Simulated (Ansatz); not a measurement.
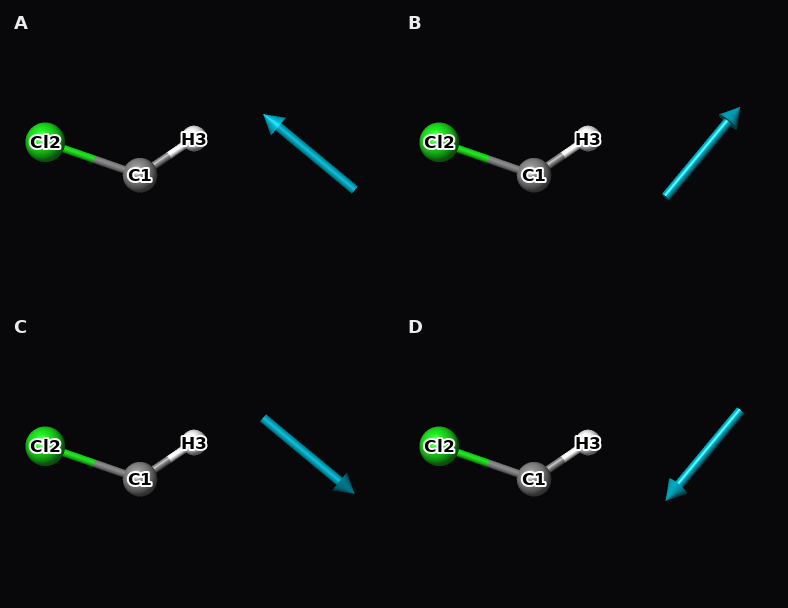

The same molecule four times, each with an arrow. The species is neutral and a spin triplet. Computed geometry: PBE0-D4/def2-TZVP optimisation. Level of theory: UKS r2SCAN-D4/def2-TZVPP (Ansatz 0.2.0).

Which arrow points along the dipole moment, from the negative to the positive end?

B. The dipole moment is 0.76 D; it points from the side of Cl2 to the side of H3 (the outermost atoms at the two ends).

The spin state was imposed, and no run here compares it with a lower spin, which may lie lower.
